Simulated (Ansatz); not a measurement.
**Geometry relaxation of SiN3H7 (part 2 of 2)**

SiN3H7; RKS PBE0/def2-SVP (Ansatz 0.2.0). The input holds or restrains some coordinates. Forces given for the steps count only the free coordinates. It belongs to a series of runs on one base structure; here: pulled along the bonds that form and break, towards end B.

Geometry of the input (Å):
```
Si 0.0000  0.0000  0.0000
H  0.8198  0.0000  1.4434
N  1.9526  0.0000  0.5176
H  2.4509  -0.9180  0.3369
H  2.4539  0.9180  0.3453
N  -0.8572  1.4851  -0.6061
H  -1.8773  1.4300  -0.8888
H  -0.3367  2.4058  -0.6766
N  -0.8572  -1.4851  -0.6061
H  -1.3922  -2.1014  0.0704
H  -0.8219  -1.7344  -1.6357
```

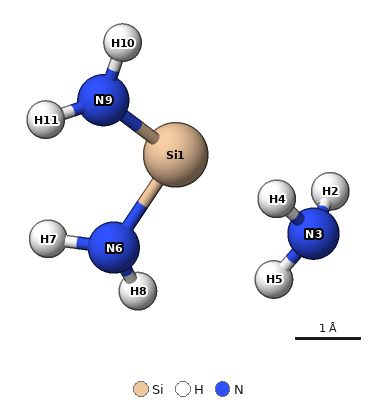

The geometry at step 10 of the log (ball-and-stick view, seen at a tilt; atoms are numbered from 1 in the order of the input).

## Trajectory as extended XYZ, continued
```
11
Properties=species:S:1:pos:R:3:forces:R:3 step=4 energy=-12444.27993
Si   -0.5121    0.0017   -0.1974    1.9485  -0.1489   6.6944
H     1.2588   -0.0008    1.5313    2.8852  -0.0022  -3.0411
N     2.1165    0.0019    0.7778   -0.8719   0.0019   1.3921
H     2.4530   -0.8903    0.3538   -0.6139   1.2288   0.7243
H     2.4603    0.8928    0.3630   -0.5070  -1.1486   0.7219
N    -0.8913    1.5278   -0.6780   -0.5652   1.0904  -2.3722
H    -1.8747    1.4656   -0.9047   -0.6392   1.2341  -0.6219
H    -0.3588    2.3932   -0.6794   -0.4648  -0.0186  -0.1203
N    -0.8978   -1.5301   -0.6645   -0.8113  -0.9030  -2.0701
H    -1.3772   -2.0985    0.0393    0.2659  -0.0888  -0.5288
H    -0.8420   -1.7632   -1.6409   -0.6263  -1.2452  -0.7783
11
Properties=species:S:1:pos:R:3:forces:R:3 step=5 energy=-12445.71840
Si   -0.6507   -0.0003   -0.0690    0.6013   0.1705   4.1469
H     1.4532   -0.0013    1.5388    0.0126   0.0079  -0.5237
N     2.2226    0.0024    0.8763    1.0690  -0.0254  -0.1933
H     2.4258   -0.8551    0.3622   -0.4187   0.4053   0.3080
H     2.4382    0.8607    0.3726   -0.3444  -0.3326   0.2927
N    -0.9040    1.5735   -0.7628   -0.3047  -2.0538  -1.4037
H    -1.9028    1.5329   -0.9483   -0.1426   1.2194  -0.5129
H    -0.3782    2.4252   -0.6910   -0.2093   0.4036   0.0132
N    -0.9259   -1.5834   -0.6963    0.3319   1.7952  -1.7123
H    -1.3849   -2.1525    0.0002   -0.0284  -0.5927  -0.2210
H    -0.8587   -1.8021   -1.6826   -0.5667  -0.9974  -0.1938
11
Properties=species:S:1:pos:R:3:forces:R:3 step=6 energy=-12446.66119
Si   -0.6974    0.0203    0.1188    0.0093  -0.3780   1.0541
H     1.5177   -0.0003    1.5963    0.7683   0.0235  -1.1271
N     2.2778    0.0035    0.8872   -0.1359  -0.0096   1.1003
H     2.4057   -0.8409    0.3532   -0.2936  -0.1274  -0.0475
H     2.4264    0.8515    0.3658   -0.2290   0.1638  -0.0317
N    -0.8967    1.5009   -0.8448    0.3289  -1.0789  -0.4214
H    -1.9042    1.5673   -0.9889    0.1155   0.6199  -0.4317
H    -0.4017    2.3906   -0.7003   -0.5967  -0.6070   0.1376
N    -0.9525   -1.5222   -0.7327   -0.0455   1.7022   0.6398
H    -1.3565   -2.1773   -0.0467    0.4338  -0.0222  -0.8228
H    -0.8839   -1.7934   -1.7076   -0.3550  -0.2862  -0.0496
11
Properties=species:S:1:pos:R:3:forces:R:3 step=7 energy=-12447.22258
Si   -0.7110    0.0217    0.3083   -0.2652   0.1245  -1.1722
H     1.6067    0.0135    1.6597    0.4821   0.0239  -0.9225
N     2.3100    0.0078    0.9022    0.1588  -0.2671   0.3209
H     2.2834   -0.8273    0.3120   -0.2753   0.3614   0.3477
H     2.3463    0.8534    0.3399   -0.2725  -0.0898   0.1761
N    -0.8321    1.3536   -0.9107   -0.0489  -0.1526   0.6470
H    -1.8257    1.5000   -1.1452    0.5197  -0.0485  -0.2431
H    -0.4416    2.2663   -0.6359   -0.3232  -0.4699   0.0148
N    -1.0045   -1.3696   -0.7272   -0.2389  -0.6682   1.9984
H    -1.2052   -2.1874   -0.0912    0.3445   0.8490  -1.2675
H    -0.9916   -1.6319   -1.7116   -0.0811   0.3372   0.1003
11
Properties=species:S:1:pos:R:3:forces:R:3 step=8 energy=-12447.43156
Si   -0.6006    0.0100    0.3010   -0.5006   0.2771  -0.4547
H     1.6584    0.0288    1.6930    0.7068   0.0217  -1.0824
N     2.3624    0.0124    0.9220   -0.1372  -0.3141   0.5946
H     2.1878   -0.7938    0.3140   -0.0752   0.2691   0.3066
H     2.2977    0.8550    0.3571   -0.1625   0.0291   0.0987
N    -0.7927    1.3105   -0.8936   -0.4770   0.2863   0.2948
H    -1.7565    1.4034   -1.2616    0.7653  -0.1867  -0.0982
H    -0.4958    2.2465   -0.5981   -0.1336  -0.3435  -0.0101
N    -1.0330   -1.3391   -0.6951   -0.1228  -1.1074   0.5550
H    -1.1402   -2.2107   -0.1374    0.0932   0.6800  -0.7555
H    -1.1527   -1.5230   -1.7011    0.0436   0.3884   0.5511
11
Properties=species:S:1:pos:R:3:forces:R:3 step=9 energy=-12447.60687
Si   -0.6294    0.0102    0.3474   -0.2146   0.2332   0.1799
H     1.6937    0.0347    1.6620    0.1384   0.0035  -0.2583
N     2.3659    0.0115    0.8910    0.1823  -0.0686  -0.0411
H     2.1201   -0.7887    0.3012    0.0284   0.2405   0.1481
H     2.2310    0.8593    0.3365   -0.0366  -0.1867   0.0755
N    -0.7620    1.3070   -0.8268   -1.1973  -0.1101  -0.5553
H    -1.6412    1.3288   -1.4000    1.2660  -0.0309   0.3892
H    -0.5338    2.2539   -0.5375   -0.0850  -0.0424   0.0910
N    -1.0024   -1.3489   -0.6444   -0.1938  -0.0139  -0.5780
H    -1.1345   -2.2332   -0.1729   -0.0067  -0.2196   0.0156
H    -1.1726   -1.4347   -1.6561    0.1191   0.1950   0.5334
11
Properties=species:S:1:pos:R:3:forces:R:3 step=10 energy=-12447.68704
Si   -0.6462    0.0493    0.3977   -0.2882   0.1568  -0.0144
H     1.7048   -0.0144    1.6550    0.3294   0.0570  -0.4195
N     2.3556    0.0195    0.8569   -0.1807   0.0697   0.0197
H     2.1986   -0.8447    0.3266    0.0107   0.3354   0.0871
H     2.0514    0.8068    0.2660    0.1428  -0.4468   0.2277
N    -0.7328    1.3157   -0.8126   -0.8644   0.1367  -0.2452
H    -1.5133    1.2662   -1.4989    0.9120   0.0674   0.3631
H    -0.6328    2.2802   -0.4909   -0.0594  -0.2420  -0.0744
N    -1.0474   -1.2970   -0.6040    0.0379  -0.3661  -0.1543
H    -1.0405   -2.2200   -0.1764   -0.0987   0.0862  -0.1004
H    -1.1626   -1.3617   -1.6192    0.0586   0.1459   0.3107
11
Properties=species:S:1:pos:R:3:forces:R:3 step=11 energy=-12447.76222
Si   -0.6809    0.0389    0.4573   -0.3030   0.1421  -0.1457
H     1.7029    0.0149    1.6331    0.4705   0.0083  -0.6259
N     2.3298    0.0182    0.8076   -0.2006  -0.0327   0.5349
H     2.1186   -0.8296    0.2811   -0.0184   0.0655   0.0217
H     2.0417    0.8055    0.2277   -0.0083  -0.0426  -0.0062
N    -0.7200    1.3152   -0.7423   -0.9421  -0.1127  -0.7232
H    -1.3433    1.2203   -1.5819    0.9764   0.1881   0.9106
H    -0.6984    2.2850   -0.4293   -0.0168  -0.1878  -0.0745
N    -1.0063   -1.3054   -0.5835   -0.0030  -0.1810   0.0088
H    -1.0887   -2.2315   -0.1716   -0.0096   0.0925  -0.1153
H    -1.1208   -1.3315   -1.5979    0.0548   0.0603   0.2149
11
Properties=species:S:1:pos:R:3:forces:R:3 step=12 energy=-12447.82548
Si   -0.7437    0.0403    0.5112   -0.2094   0.1150  -0.1351
H     1.6858    0.0291    1.5960    0.4488   0.0093  -0.6283
N     2.2776    0.0187    0.7451   -0.1674  -0.0212   0.6305
H     2.0487   -0.8383    0.2445   -0.0423   0.0351  -0.0217
H     1.9701    0.7966    0.1642   -0.0506  -0.0320  -0.0254
N    -0.7090    1.3182   -0.6795   -0.6954  -0.1874  -0.8799
H    -1.1573    1.2059   -1.6184    0.6790   0.2075   1.0024
H    -0.7367    2.2901   -0.3817    0.0075  -0.1090  -0.0402
N    -0.9727   -1.3070   -0.5529   -0.0095  -0.0375  -0.0213
H    -1.0819   -2.2344   -0.1582   -0.0042  -0.0195  -0.0462
H    -1.0461   -1.3192   -1.5700    0.0436   0.0397   0.1652
11
Properties=species:S:1:pos:R:3:forces:R:3 step=13 energy=-12447.88641
Si   -0.8050    0.0409    0.5579   -0.1968   0.0505  -0.1102
H     1.6649    0.0710    1.5493    0.4333  -0.0342  -0.5906
N     2.2183    0.0163    0.6743   -0.2362   0.0249   0.5408
H     1.9330   -0.8494    0.2173   -0.0034   0.0208   0.0181
H     1.8770    0.7716    0.0798   -0.0097  -0.0299   0.0264
N    -0.7194    1.3140   -0.6256   -0.2063  -0.0733  -0.2975
H    -0.9576    1.2176   -1.6186    0.1899   0.0688   0.3743
H    -0.7398    2.2847   -0.3330    0.0016  -0.0051  -0.0141
N    -0.9511   -1.3105   -0.5157    0.0416  -0.0508  -0.0339
H    -1.0477   -2.2515   -0.1517   -0.0119   0.0092   0.0056
H    -0.9378   -1.3047   -1.5336   -0.0021   0.0190   0.0812
11
Properties=species:S:1:pos:R:3:forces:R:3 step=14 energy=-12447.89916
Si   -0.8207    0.0466    0.5677   -0.2832   0.0287  -0.0171
H     1.6636    0.0666    1.5251    0.4422  -0.0421  -0.5649
N     2.2016    0.0080    0.6404   -0.2762   0.0399   0.5724
H     1.8994   -0.8577    0.1950    0.0020  -0.0021  -0.0043
H     1.8390    0.7605    0.0553    0.0126  -0.0036   0.0054
N    -0.7520    1.3237   -0.6055   -0.0131  -0.0174  -0.1890
H    -0.7582    1.2315   -1.6224   -0.0224   0.0375   0.2166
H    -0.8378    2.2919   -0.3161    0.0637  -0.0236  -0.0152
N    -0.9192   -1.3155   -0.4969    0.0487  -0.0011  -0.0291
H    -1.0294   -2.2534   -0.1293    0.0222   0.0025  -0.0018
H    -0.9518   -1.3024   -1.5131    0.0034  -0.0188   0.0270
11
Properties=species:S:1:pos:R:3:forces:R:3 step=15 energy=-12447.90087
Si   -0.8662    0.0640    0.5698   -0.1057   0.0038  -0.0640
H     1.6298    0.0364    1.5005    0.4538  -0.0349  -0.5231
N     2.1561   -0.0159    0.6082   -0.3042   0.0340   0.5731
H     1.7975   -0.8504    0.1444    0.0262  -0.0231  -0.0031
H     1.8003    0.7627    0.0535    0.0358   0.0175  -0.0026
N    -0.7342    1.3352   -0.6042   -0.0928  -0.0707   0.0582
H    -0.7506    1.2551   -1.6170    0.0318   0.0179   0.0008
H    -0.7926    2.2989   -0.2979   -0.0005   0.0559  -0.0449
N    -0.8524   -1.3169   -0.4788   -0.0715   0.0854   0.0538
H    -0.9727   -2.2418   -0.0840   -0.0135  -0.0552  -0.0413
H    -0.8803   -1.3272   -1.4942    0.0406  -0.0307  -0.0069
```

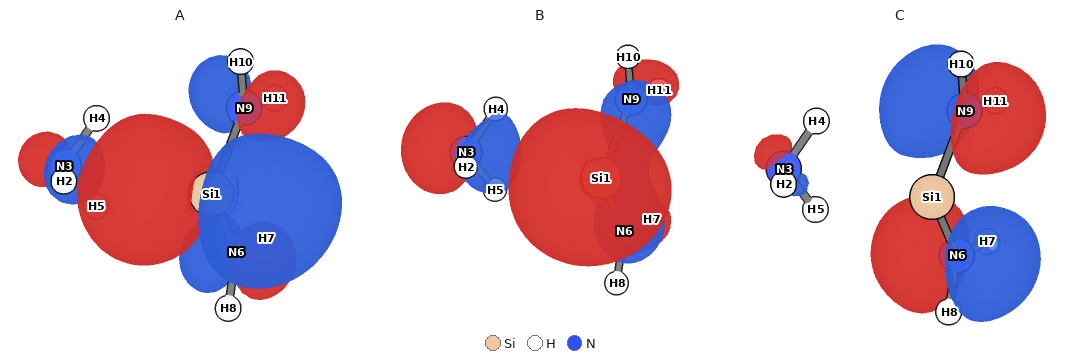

Three frontier orbitals at ±0.1 Å⁻³ᐟ² (blue and red are the two phases). C is the HOMO−1 (−7.24 eV). B is the HOMO (−6.16 eV). By Hirshfeld shares it lies mainly on Si1 (65 %) and N3 (15 %). A is the LUMO (−0.07 eV). It lies mainly on Si1 (65 %), N9 (10 %) and N6 (10 %). The HOMO–LUMO gap is 6.09 eV between the orbital energies.

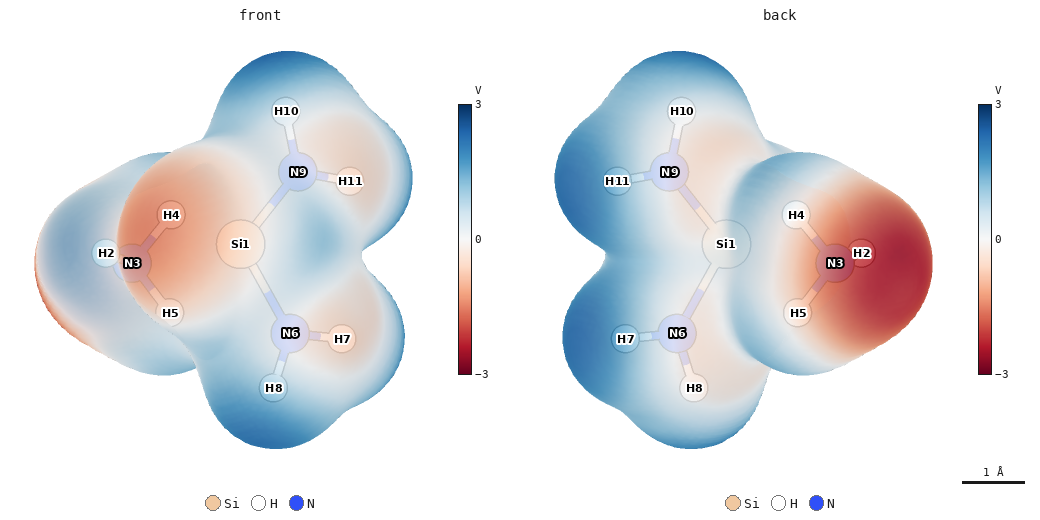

The molecular electrostatic potential painted on the density surface at 0.004 e/bohr³, seen at a tilt and from behind; red is negative and blue positive. A positive charge is drawn to the negative regions and a negative charge to the positive ones.

## Key numbers

- outcome: converged under the restraints of the input
- total energy: −12447.9009 eV
- mean-field energy: −12447.9009 eV
- largest force (length of the vector) at the end, held atoms and coordinates included: 0.693 eV/Å
- wall time: 31 s (CPU time 60 s)
- peak memory: 0.18 GiB
